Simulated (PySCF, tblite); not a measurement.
# C₄H₈F₃NSi: a rotation path, then NMR shifts on frames, part 2 of 2

tblite 0.8.0 and PySCF 2.14.0. Atoms count from 0.

## 5. Shielding tensors: image 4, PBE0/pcSseg-1

Job settings and geometry (Å):

```
{"job": {"kind": "nmr", "xc": "PBE0", "basis": "pcSseg-1", "pop": false}, "charge": 0, "multiplicity": 1}
F      2.582300     1.348500     0.962400
C      2.509700     0.237700     0.202000
F      2.945800     0.596800    -1.022500
F      3.447300    -0.602300     0.690900
Si     0.751400    -0.597500     0.215300
C     -0.339000    -0.293200    -1.298800
C     -1.724600    -0.252100    -0.653200
C     -1.632300     0.502700     0.675700
N     -0.300000     0.287500     1.218600
H      1.037700    -2.006500     0.517800
H     -0.111300     0.656800    -1.783400
H     -0.296100    -1.068000    -2.058900
H     -2.040300    -1.276200    -0.452900
H     -2.468600     0.212100    -1.301400
H     -2.395900     0.143100     1.371900
H     -1.791400     1.576600     0.523200
H     -0.181500     0.546100     2.183500
```

Level: GIAO PBE0/pcSseg-1 NMR shielding, non-relativistic, gas phase.

The program printed:

```text
coarse grid: 15248 points
cycle   1  E = -800.1081599477  dE =  1.271e+00  |g| = 9.269e-01  |ddm| = 3.693e+00
cycle   2  E = -799.9302885024  dE =  1.779e-01  |g| = 1.402e+00  |ddm| = 1.303e+00
cycle   3  E = -800.2633811758  dE = -3.331e-01  |g| = 4.882e-02  |ddm| = 8.180e-01
cycle   4  E = -800.2636498020  dE = -2.686e-04  |g| = 3.363e-02  |ddm| = 7.305e-02
cycle   5  E = -800.2638939588  dE = -2.442e-04  |g| = 8.772e-03  |ddm| = 3.470e-02
cycle   6  E = -800.2639094791  dE = -1.552e-05  |g| = 1.822e-03  |ddm| = 7.749e-03
cycle   7  E = -800.2639100833  dE = -6.043e-07  |g| = 5.195e-04  |ddm| = 1.771e-03
final grid: 145544 points
cycle   8  E = -800.3355651586  dE = -5.156e-05  |g| = 9.592e-03  |ddm| = 2.569e-02
cycle   9  E = -800.3355497498  dE =  1.541e-05  |g| = 1.305e-02  |ddm| = 1.781e-02
cycle  10  E = -800.3355858582  dE = -3.611e-05  |g| = 7.536e-04  |ddm| = 1.022e-02
cycle  11  E = -800.3355859468  dE = -8.860e-08  |g| = 3.625e-04  |ddm| = 8.215e-04
cycle  12  E = -800.3355859724  dE = -2.566e-08  |g| = 7.691e-05  |ddm| = 3.297e-04
cycle  13  E = -800.3355859734  dE = -1.018e-09  |g| = 2.378e-05  |ddm| = 7.792e-05
cycle  14  E = -800.3355859735  dE = -9.459e-11  |g| = 5.216e-06  |ddm| = 2.046e-05
converged SCF energy = -800.3355859735

GIAO shielding tensors (ppm)
atom      isotropic    diamagn.    paramagn.     s11        s22        s33       span
  0 F      245.347     474.187    -228.839    144.399    259.095    332.548    188.149
  1 C       49.538     253.509    -203.971     45.058     48.790     54.765      9.706
  2 F      249.074     473.780    -224.705    155.956    255.249    336.019    180.063
  3 F      241.224     471.674    -230.450    134.650    257.019    332.003    197.352
  4 Si     358.569     879.764    -521.195    318.217    362.773    394.717     76.499
  5 C      175.333     253.516     -78.183    163.159    174.815    188.026     24.867
  6 C      159.854     249.516     -89.662    138.647    165.962    174.954     36.308
  7 C      138.398     242.236    -103.838    115.094    132.641    167.460     52.366
  8 N      238.077     323.689     -85.612    192.717    224.812    296.702    103.985
  9 H       26.617      28.783      -2.166     22.653     24.762     32.436      9.783
 10 H       30.550      31.790      -1.240     25.814     28.436     37.400     11.586
 11 H       30.715      30.539       0.177     25.818     28.177     38.151     12.333
 12 H       29.945      30.480      -0.536     24.876     27.935     37.023     12.146
 13 H       29.513      29.322       0.190     24.528     26.993     37.017     12.489
 14 H       28.332      28.171       0.162     23.156     26.617     35.224     12.068
 15 H       28.238      29.373      -1.134     22.687     26.528     35.500     12.812
 16 H       31.045      32.118      -1.073     21.393     28.691     43.052     21.659
```

Run time: 58 s. Hardware: 1 thread of Arm Neoverse N1, shared host; peak memory 0.94 GiB.

Key values: δ C1 137.4, C7 48.5, C6 27.1, C5 11.6, H9 5.10, H15 3.48 ppm.

## 6. Nuclear shieldings: image 6, PBE0/pcSseg-1

Job settings and geometry (Å):

```
{"job": {"kind": "nmr", "xc": "PBE0", "basis": "pcSseg-1", "pop": false}, "charge": 0, "multiplicity": 1}
F      2.760600     0.964700     1.322800
C      2.500600     0.240700     0.213500
F      2.701500     1.072900    -0.827300
F      3.481600    -0.683300     0.143500
Si     0.745700    -0.592800     0.262900
C     -0.320800    -0.370000    -1.280600
C     -1.714700    -0.282300    -0.657900
C     -1.636000     0.547600     0.626900
N     -0.310700     0.360000     1.196800
H      1.019900    -1.981300     0.656500
H     -0.076300     0.550700    -1.811700
H     -0.274000    -1.186300    -1.995100
H     -2.040400    -1.291900    -0.406200
H     -2.444000     0.147800    -1.344700
H     -2.408900     0.231600     1.334400
H     -1.789600     1.611300     0.409600
H     -0.201300     0.672700     2.146700
```

Level: GIAO PBE0/pcSseg-1 NMR shielding, non-relativistic, gas phase.

The program printed:

```text
coarse grid: 15248 points
cycle   1  E = -800.1112824205  dE =  1.272e+00  |g| = 9.244e-01  |ddm| = 3.694e+00
cycle   2  E = -799.9350107808  dE =  1.763e-01  |g| = 1.396e+00  |ddm| = 1.309e+00
cycle   3  E = -800.2656259623  dE = -3.306e-01  |g| = 4.860e-02  |ddm| = 8.228e-01
cycle   4  E = -800.2658943152  dE = -2.684e-04  |g| = 3.330e-02  |ddm| = 7.308e-02
cycle   5  E = -800.2661325129  dE = -2.382e-04  |g| = 8.815e-03  |ddm| = 3.459e-02
cycle   6  E = -800.2661481707  dE = -1.566e-05  |g| = 1.824e-03  |ddm| = 7.818e-03
cycle   7  E = -800.2661487776  dE = -6.069e-07  |g| = 5.192e-04  |ddm| = 1.782e-03
final grid: 145544 points
cycle   8  E = -800.3367473841  dE = -4.968e-05  |g| = 9.538e-03  |ddm| = 2.617e-02
cycle   9  E = -800.3367321311  dE =  1.525e-05  |g| = 1.299e-02  |ddm| = 1.779e-02
cycle  10  E = -800.3367678859  dE = -3.575e-05  |g| = 7.433e-04  |ddm| = 1.013e-02
cycle  11  E = -800.3367679721  dE = -8.616e-08  |g| = 3.569e-04  |ddm| = 8.074e-04
cycle  12  E = -800.3367679967  dE = -2.458e-08  |g| = 7.745e-05  |ddm| = 3.214e-04
cycle  13  E = -800.3367679977  dE = -1.031e-09  |g| = 2.376e-05  |ddm| = 8.087e-05
cycle  14  E = -800.3367679978  dE = -9.413e-11  |g| = 5.186e-06  |ddm| = 2.002e-05
converged SCF energy = -800.3367679978

GIAO shielding tensors (ppm)
atom      isotropic    diamagn.    paramagn.     s11        s22        s33       span
  0 F      245.602     473.499    -227.897    144.493    255.611    336.703    192.210
  1 C       49.641     253.507    -203.866     43.783     50.024     55.116     11.333
  2 F      252.660     474.567    -221.908    156.203    260.131    341.645    185.442
  3 F      245.310     471.745    -226.436    136.952    267.603    331.375    194.423
  4 Si     360.654     879.861    -519.207    319.074    364.999    397.890     78.816
  5 C      175.673     253.589     -77.916    163.617    175.412    187.992     24.375
  6 C      159.680     249.490     -89.810    138.041    165.988    175.009     36.968
  7 C      138.690     242.240    -103.550    115.874    132.698    167.498     51.624
  8 N      237.641     323.784     -86.143    191.905    226.250    294.768    102.863
  9 H       26.627      28.755      -2.127     22.630     24.750     32.502      9.871
 10 H       30.503      31.806      -1.303     25.671     28.449     37.389     11.718
 11 H       30.744      30.546       0.198     25.862     28.160     38.209     12.346
 12 H       29.929      30.475      -0.546     24.862     27.914     37.012     12.150
 13 H       29.495      29.337       0.158     24.509     26.974     37.003     12.495
 14 H       28.327      28.155       0.173     23.148     26.608     35.226     12.078
 15 H       28.251      29.363      -1.111     22.717     26.489     35.548     12.830
 16 H       30.948      32.147      -1.199     21.191     28.700     42.954     21.763
```

It took 57 s on 1 thread of Arm Neoverse N1, shared host; peak memory 0.94 GiB.

This run: δ C1 137.3, C7 48.2, C6 27.2, C5 11.3, H9 5.09, H15 3.47 ppm.

## 7. Nuclear shieldings: image 8, PBE0/pcSseg-1

Job settings and geometry (Å):

```
{"job": {"kind": "nmr", "xc": "PBE0", "basis": "pcSseg-1", "pop": false}, "charge": 0, "multiplicity": 1}
F      2.967900     0.467700     1.485700
C      2.491700     0.248100     0.240600
F      2.530400     1.439700    -0.384800
F      3.411600    -0.526300    -0.369600
Si     0.741800    -0.586900     0.287300
C     -0.318400    -0.444300    -1.270900
C     -1.710700    -0.327000    -0.649700
C     -1.626100     0.599100     0.564200
N     -0.318700     0.406800     1.171800
H      1.014600    -1.952100     0.754200
H     -0.083100     0.451400    -1.845900
H     -0.271100    -1.292400    -1.947200
H     -2.023200    -1.316300    -0.313100
H     -2.448500     0.040000    -1.363200
H     -2.423500     0.371700     1.277900
H     -1.732700     1.645700     0.256400
H     -0.209000     0.787100     2.096400
```

Method: GIAO PBE0/pcSseg-1 NMR shielding, non-relativistic, gas phase.

The program printed:

```text
coarse grid: 15248 points
cycle   1  E = -800.1140189851  dE =  1.278e+00  |g| = 9.217e-01  |ddm| = 3.695e+00
cycle   2  E = -799.9396562488  dE =  1.744e-01  |g| = 1.390e+00  |ddm| = 1.308e+00
cycle   3  E = -800.2672646015  dE = -3.276e-01  |g| = 4.814e-02  |ddm| = 8.201e-01
cycle   4  E = -800.2675316222  dE = -2.670e-04  |g| = 3.250e-02  |ddm| = 7.003e-02
cycle   5  E = -800.2677548021  dE = -2.232e-04  |g| = 8.837e-03  |ddm| = 3.339e-02
cycle   6  E = -800.2677704246  dE = -1.562e-05  |g| = 1.803e-03  |ddm| = 7.753e-03
cycle   7  E = -800.2677710049  dE = -5.803e-07  |g| = 5.185e-04  |ddm| = 1.722e-03
final grid: 145544 points
cycle   8  E = -800.3383373768  dE = -5.026e-05  |g| = 9.358e-03  |ddm| = 2.583e-02
cycle   9  E = -800.3383227369  dE =  1.464e-05  |g| = 1.273e-02  |ddm| = 1.750e-02
cycle  10  E = -800.3383572476  dE = -3.451e-05  |g| = 7.500e-04  |ddm| = 9.951e-03
cycle  11  E = -800.3383573361  dE = -8.855e-08  |g| = 3.485e-04  |ddm| = 7.981e-04
cycle  12  E = -800.3383573590  dE = -2.289e-08  |g| = 8.088e-05  |ddm| = 3.098e-04
cycle  13  E = -800.3383573601  dE = -1.123e-09  |g| = 2.319e-05  |ddm| = 8.354e-05
cycle  14  E = -800.3383573602  dE = -8.890e-11  |g| = 5.373e-06  |ddm| = 1.998e-05
converged SCF energy = -800.3383573602

GIAO shielding tensors (ppm)
atom      isotropic    diamagn.    paramagn.     s11        s22        s33       span
  0 F      248.786     472.852    -224.066    146.611    260.620    339.127    192.516
  1 C       49.247     253.995    -204.749     43.448     48.957     55.335     11.887
  2 F      255.936     474.867    -218.931    157.062    269.711    341.036    183.974
  3 F      252.423     472.146    -219.724    147.454    273.886    335.927    188.473
  4 Si     366.834     879.724    -512.890    323.384    369.291    407.826     84.442
  5 C      176.063     253.709     -77.646    164.194    175.156    188.840     24.646
  6 C      159.269     249.643     -90.374    138.959    164.494    174.354     35.395
  7 C      138.678     242.412    -103.734    116.493    133.024    166.517     50.024
  8 N      240.001     323.885     -83.883    193.319    227.938    298.747    105.427
  9 H       26.705      28.660      -1.954     22.812     24.610     32.694      9.881
 10 H       30.602      31.824      -1.223     25.950     28.414     37.440     11.490
 11 H       30.776      30.519       0.257     25.869     28.106     38.353     12.484
 12 H       29.981      30.506      -0.525     25.050     27.853     37.040     11.989
 13 H       29.531      29.347       0.184     24.531     26.966     37.098     12.567
 14 H       28.356      28.190       0.166     23.179     26.610     35.279     12.100
 15 H       28.315      29.505      -1.190     22.839     26.484     35.622     12.782
 16 H       31.033      32.258      -1.226     21.279     28.695     43.125     21.846
```

Run time: 58 s. Hardware: 1 thread of Arm Neoverse N1, shared host; peak memory 0.94 GiB.

Key values: δ C1 137.7, C7 48.2, C6 27.7, C5 10.9, H9 5.01, H15 3.40 ppm.

## 8. Comparing the runs: NMR shifts

Shifts (ppm) of some atoms, chosen among heavy atoms and hydrogens apart, with basis size and wall time:

```tsv
frame	H10	H16	F3	F2	F0	Si4	N8	functions	time
image 0	1.11	0.64	-77.8	-81.7	-84.6	-18.1	27.5	200	58 s
image 2	1.12	0.57	-74.4	-80.5	-80.0	-15.2	27.7	200	58 s
image 4	1.17	0.67	-70.3	-78.1	-74.4	-9.4	29.7	200	58 s
image 6	1.21	0.77	-74.4	-81.7	-74.7	-11.5	30.1	200	57 s
image 8	1.12	0.68	-81.5	-85.0	-77.8	-17.7	27.7	200	58 s
```

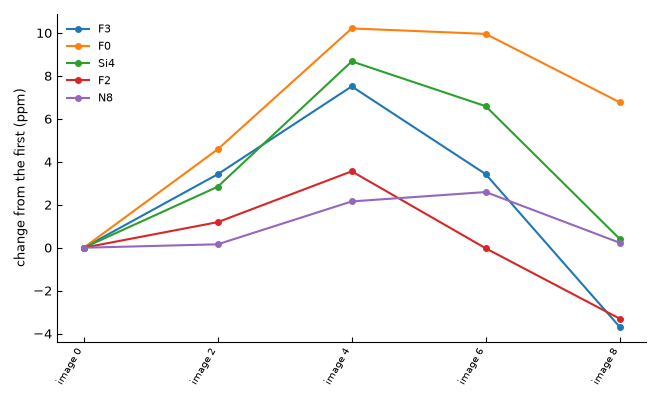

How five of the tabulated atoms move from run to run.

## 9. Outcome

What follows sums up all 2 parts.

```
                                         quantity                                               value
                                          barrier                  0.022 eV (0.5 kcal/mol) at image 4
                            end to end (GFN2-xTB)                                           -0.001 eV
  13C shifts against TMS (PBE0/pcSseg-1, image 0)                         137.7, 48.0, 27.1, 10.8 ppm
   1H shifts against TMS (PBE0/pcSseg-1, image 0)  5.01, 3.42, 3.37, 2.19, 1.75, 1.11, 0.93, 0.64 ppm
19F shifts against CFCl3 (PBE0/pcSseg-1, image 0)                             -77.8, -81.7, -84.6 ppm
 29Si shifts against TMS (PBE0/pcSseg-1, image 0)                                           -18.1 ppm
  15N shifts against NH3 (PBE0/pcSseg-1, image 0)                                            27.5 ppm
                         range of the shift of F3                                  -81.5 to -70.3 ppm
```

**Reading.** Along the band the dihedral turns by 117°, and the top (dihedral 0°) lies 0.5 kcal/mol above the start (GFN2-xTB, rough), so at room temperature this motion is fast. The top was not checked by a frequency run. Shifts at one fixed geometry are not the observed spectrum, which averages over the motion. Across the 5 runs the shift of F3 moves most, between -81.5 (image 8) and -70.3 ppm (image 4).
